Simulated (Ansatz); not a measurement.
**Run report: BH3F, geometry relaxation (part 2 of 2)**

The same run, continued: BH3F, multiplicity 2; UKS B3LYP/def2-SVP (Ansatz 0.2.0). The input holds or restrains some coordinates. It belongs to a series of runs on one base structure; here: pulled along the bonds that form and break, towards end B.

Geometry of the input (Å):
```
B  0.0000  0.0000  0.0000
F  0.0000  0.0000  1.5700
H  1.0305  0.0000  -0.5950
H  -1.0305  0.0000  -0.5950
H  0.0000  0.0000  2.7900
```

## Trajectory as extended XYZ, continued
```
5
Properties=species:S:1:pos:R:3:forces:R:3 step=4 energy=-3435.27690
B     0.0000   -0.0277   -0.3847    0.0000  -0.6271  -0.4910
F     0.0000    0.0103    2.0118    0.0000   0.2170  -9.4070
H     1.1223    0.0102   -0.6451    1.0510   0.2796   0.3472
H    -1.1223    0.0102   -0.6451   -1.0510   0.2796   0.3472
H     0.0000   -0.0031    2.8331    0.0000  -0.1490   9.2036
5
Properties=species:S:1:pos:R:3:forces:R:3 step=5 energy=-3435.94288
B     0.0000   -0.1778   -0.5077    0.0000  -0.7101   0.0362
F     0.0000    0.0257    2.0064    0.0000   0.0523   0.4429
H     1.1767    0.0774   -0.6353   -0.5501   0.3338   0.0371
H    -1.1767    0.0774   -0.6353    0.5501   0.3338   0.0371
H     0.0000   -0.0027    2.9420    0.0000  -0.0099  -0.5533
5
Properties=species:S:1:pos:R:3:forces:R:3 step=6 energy=-3436.05485
B     0.0000   -0.3529   -0.5928    0.0000  -0.4810   0.2326
F     0.0000    0.0669    1.9321    0.0000  -0.0790   1.3291
H     1.0595    0.1522   -0.5246    0.6201   0.2562  -0.1015
H    -1.0595    0.1522   -0.5246   -0.6201   0.2562  -0.1015
H     0.0000   -0.0184    2.8798    0.0000   0.0476  -1.3588
5
Properties=species:S:1:pos:R:3:forces:R:3 step=7 energy=-3436.08851
B     0.0000   -0.3754   -0.5515    0.0000   0.5692   0.2453
F     0.0000    0.0577    1.9414    0.0000   0.0216   0.3857
H     1.1001    0.1684   -0.5460   -0.4774  -0.2742  -0.0975
H    -1.1001    0.1684   -0.5460    0.4774  -0.2742  -0.0975
H     0.0000   -0.0192    2.8719    0.0000  -0.0424  -0.4360
5
Properties=species:S:1:pos:R:3:forces:R:3 step=8 energy=-3436.10922
B     0.0000   -0.3173   -0.4882    0.0000  -0.0816   0.0554
F     0.0000    0.1115    1.9872    0.0000   0.0351   0.3821
H     1.1190    0.1381   -0.6167   -0.3841   0.0248   0.0348
H    -1.1190    0.1381   -0.6167    0.3841   0.0248   0.0348
H     0.0000   -0.0703    2.9044    0.0000  -0.0030  -0.5071
5
Properties=species:S:1:pos:R:3:forces:R:3 step=9 energy=-3436.16523
B     0.0000   -0.3560   -0.4527    0.0000   0.0139   0.2274
F     0.0000    0.2529    1.9835    0.0000   0.3919  -0.6295
H     1.0903    0.1383   -0.5782   -0.0534  -0.0053  -0.0281
H    -1.0903    0.1383   -0.5782    0.0534  -0.0053  -0.0281
H     0.0000   -0.1734    2.7956    0.0000  -0.3951   0.4582
5
Properties=species:S:1:pos:R:3:forces:R:3 step=10 energy=-3436.16780
B     0.0000   -0.3572   -0.4446   -0.0001   0.0170   0.2384
F    -0.0003    0.2690    1.9870   -0.0005   0.5414  -0.8612
H     1.0895    0.1362   -0.5758   -0.0416  -0.0048  -0.0303
H    -1.0895    0.1363   -0.5758    0.0416  -0.0049  -0.0304
H     0.0002   -0.1844    2.7793    0.0005  -0.5487   0.6834
5
Properties=species:S:1:pos:R:3:forces:R:3 step=11 energy=-3436.16840
B     0.0000   -0.3579   -0.4405    0.0001   0.0148   0.2420
F    -0.0002    0.2770    1.9889   -0.0006   0.6171  -0.9690
H     1.0895    0.1340   -0.5754   -0.0389  -0.0030  -0.0305
H    -1.0895    0.1342   -0.5754    0.0388  -0.0030  -0.0305
H     0.0002   -0.1873    2.7725    0.0006  -0.6258   0.7880
5
Properties=species:S:1:pos:R:3:forces:R:3 step=12 energy=-3436.10512 accepted=F
B    -0.0001   -0.3733   -0.3508   -0.0005   0.2122   0.3013
F    -0.0012    0.4727    2.0279    0.0073  -2.5258   1.7425
H     1.0782    0.1100   -0.5709    0.0413  -0.0689  -0.0259
H    -1.0780    0.1106   -0.5713   -0.0410  -0.0692  -0.0262
H     0.0011   -0.3200    2.6350   -0.0071   2.4518  -1.9917
5
Properties=species:S:1:pos:R:3:forces:R:3 step=13 energy=-3436.19499
B     0.0000   -0.3393   -0.4107    0.0005   0.0048   0.2725
F    -0.0002    0.3204    2.0115   -0.0005   0.5415  -0.6800
H     1.0887    0.1436   -0.5717   -0.0123   0.0073  -0.0298
H    -1.0888    0.1429   -0.5724    0.0120   0.0075  -0.0296
H     0.0003   -0.2676    2.7133    0.0004  -0.5611   0.4669
5
Properties=species:S:1:pos:R:3:forces:R:3 step=14 energy=-3436.22268
B     0.0004   -0.3415   -0.3680    0.0002   0.0726   0.3042
F     0.0029    0.3927    2.0341    0.0011   0.1623  -0.2728
H     1.0871    0.1338   -0.5622   -0.0074  -0.0129  -0.0350
H    -1.0876    0.1316   -0.5610    0.0074  -0.0126  -0.0344
H    -0.0028   -0.3167    2.6271   -0.0013  -0.2094   0.0380
5
Properties=species:S:1:pos:R:3:forces:R:3 step=15 energy=-3436.22111 accepted=F
B     0.0004   -0.3367   -0.2903    0.0015   0.1877   0.2393
F     0.0034    0.4913    2.0860   -0.0122  -1.5210   0.5048
H     1.0837    0.1125   -0.5619   -0.0222  -0.0595   0.0130
H    -1.0842    0.1106   -0.5601    0.0212  -0.0583   0.0134
H    -0.0033   -0.3777    2.4963    0.0117   1.4512  -0.7704
5
Properties=species:S:1:pos:R:3:forces:R:3 step=16 energy=-3436.23693
B     0.0003   -0.3236   -0.3060    0.0008   0.0963   0.1236
F    -0.0027    0.4426    2.0854    0.0021  -0.1584  -0.0608
H     1.0863    0.1150   -0.5935   -0.0651  -0.0353   0.0756
H    -1.0855    0.1163   -0.5915    0.0632  -0.0355   0.0731
H     0.0016   -0.3503    2.5756   -0.0010   0.1328  -0.2116
5
Properties=species:S:1:pos:R:3:forces:R:3 step=17 energy=-3436.24867
B     0.0002   -0.3218   -0.2850    0.0005   0.0684   0.1998
F    -0.0014    0.4721    2.0975    0.0008  -0.0600  -0.1621
H     1.0864    0.1071   -0.5730   -0.0130  -0.0117   0.0353
H    -1.0859    0.1075   -0.5719    0.0120  -0.0118   0.0340
H     0.0008   -0.3649    2.5024   -0.0002   0.0150  -0.1070
5
Properties=species:S:1:pos:R:3:forces:R:3 step=18 energy=-3436.26082
B     0.0003   -0.3200   -0.2480   -0.0004   0.1102   0.2298
F    -0.0004    0.5085    2.1228    0.0003   0.0106  -0.2174
H     1.0874    0.0961   -0.5484   -0.0117  -0.0218   0.0157
H    -1.0873    0.0958   -0.5476    0.0118  -0.0221   0.0153
H     0.0000   -0.3804    2.3912    0.0000  -0.0769  -0.0434
5
Properties=species:S:1:pos:R:3:forces:R:3 step=19 energy=-3436.27088
B     0.0000   -0.3055   -0.1966    0.0003   0.0689   0.2447
F     0.0001    0.5373    2.1711   -0.0001   0.2399  -0.2300
H     1.0866    0.0772   -0.5277    0.0517   0.0004   0.0022
H    -1.0867    0.0766   -0.5281   -0.0519   0.0006   0.0024
H     0.0000   -0.3856    2.2513    0.0000  -0.3097  -0.0194
5
Properties=species:S:1:pos:R:3:forces:R:3 step=20 energy=-3436.26523 accepted=F
B     0.0002   -0.3044   -0.1378    0.0000   0.3272   0.1761
F    -0.0006    0.5650    2.2192    0.0016  -1.1426  -0.3922
H     1.0978    0.0601   -0.4856   -0.1631  -0.1116   0.0279
H    -1.0977    0.0600   -0.4849    0.1628  -0.1118   0.0272
H     0.0003   -0.3807    2.0591   -0.0013   1.0389   0.1610
5
Properties=species:S:1:pos:R:3:forces:R:3 step=21 energy=-3436.24515 accepted=F
B    -0.0006   -0.2630   -0.1466   -0.0054  -0.1778   0.2567
F     0.0023    0.5630    2.2295   -0.0068  -1.4448  -0.2551
H     1.0763    0.0507   -0.5415    0.2799   0.0978   0.0124
H    -1.0772    0.0486   -0.5450   -0.2733   0.0970   0.0161
H    -0.0009   -0.3994    2.1736    0.0056   1.4278  -0.0301
5
Properties=species:S:1:pos:R:3:forces:R:3 step=22 energy=-3436.27401
B     0.0000   -0.3036   -0.1846   -0.0001   0.1101   0.2247
F    -0.0003    0.5425    2.1798    0.0000   0.2088  -0.2147
H     1.0905    0.0729   -0.5190   -0.0097  -0.0180   0.0091
H    -1.0905    0.0726   -0.5191    0.0097  -0.0180   0.0091
H     0.0003   -0.3844    2.2130    0.0001  -0.2828  -0.0283
5
Properties=species:S:1:pos:R:3:forces:R:3 step=23 energy=-3436.27918 accepted=F
B     0.0000   -0.2875   -0.1468    0.0001   0.1290   0.1529
F    -0.0006    0.5543    2.2185    0.0007  -0.2990  -0.2249
H     1.0955    0.0566   -0.5085   -0.0853  -0.0309   0.0414
H    -1.0955    0.0565   -0.5087    0.0851  -0.0312   0.0413
H     0.0006   -0.3800    2.1155   -0.0007   0.2321  -0.0108
5
Properties=species:S:1:pos:R:3:forces:R:3 step=24 energy=-3436.27697
B     0.0001   -0.2972   -0.1684    0.0001   0.1044   0.2198
F     0.0001    0.5478    2.1971   -0.0001   0.1474  -0.1962
H     1.0921    0.0658   -0.5118   -0.0162  -0.0154   0.0080
H    -1.0922    0.0651   -0.5119    0.0161  -0.0153   0.0081
H    -0.0001   -0.3814    2.1649    0.0001  -0.2211  -0.0397
```

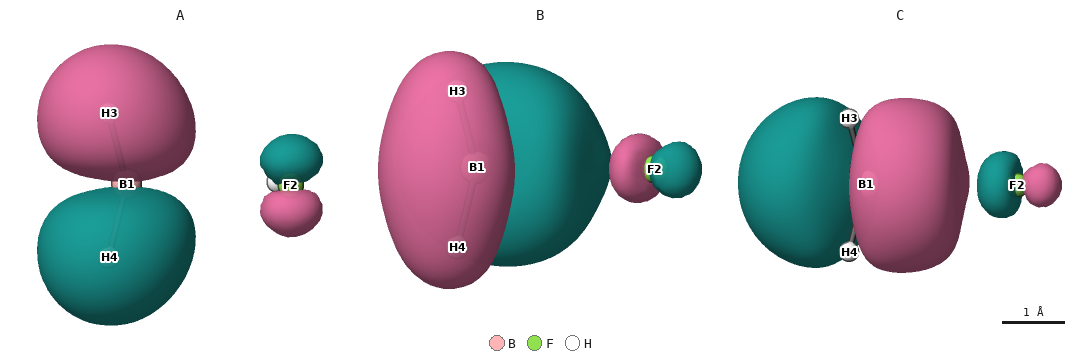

Three frontier orbitals at ±0.1 Å⁻³ᐟ² (teal and pink are the two phases). A is the HOMO−1 (α) (−10.22 eV). Its weight (Hirshfeld) is mainly on B1 (45 %), H3 (25 %) and H4 (25 %). B is the HOMO (α) (−5.89 eV). Its weight (Hirshfeld) is mainly on B1 (75 %). C is the LUMO (α) (−2.01 eV). Its weight (Hirshfeld) is mainly on B1 (75 %). The HOMO–LUMO gap is 3.88 eV between the orbital energies.

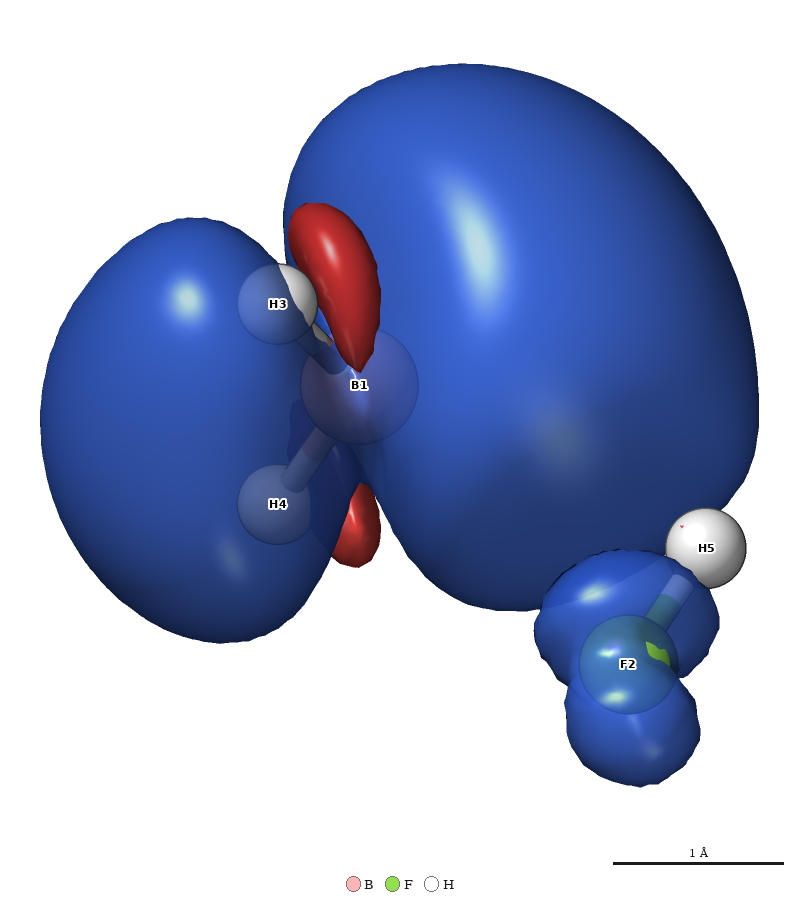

Isosurfaces of the spin density (α minus β) at +0.006 (blue) and −0.006 e/Å³ (red), seen at an oblique angle. The unpaired spin (1 electron) lies mostly on B1 (about 0.8), in electrons by Hirshfeld's partition.

## Results in brief

```json
{"quantity": "outcome", "value": "converged under the restraints of the input"}
{"quantity": "total energy", "value": "−3436.2771 eV"}
{"quantity": "mean-field energy", "value": "−3436.2771 eV"}
{"quantity": "⟨S²⟩", "value": "0.751"}
{"quantity": "largest force (length of the vector) at the end, held atoms and coordinates included", "value": "0.245 eV/Å"}
{"quantity": "wall time", "value": "31 s"}
{"quantity": "peak memory", "value": "0.11 GiB"}
```
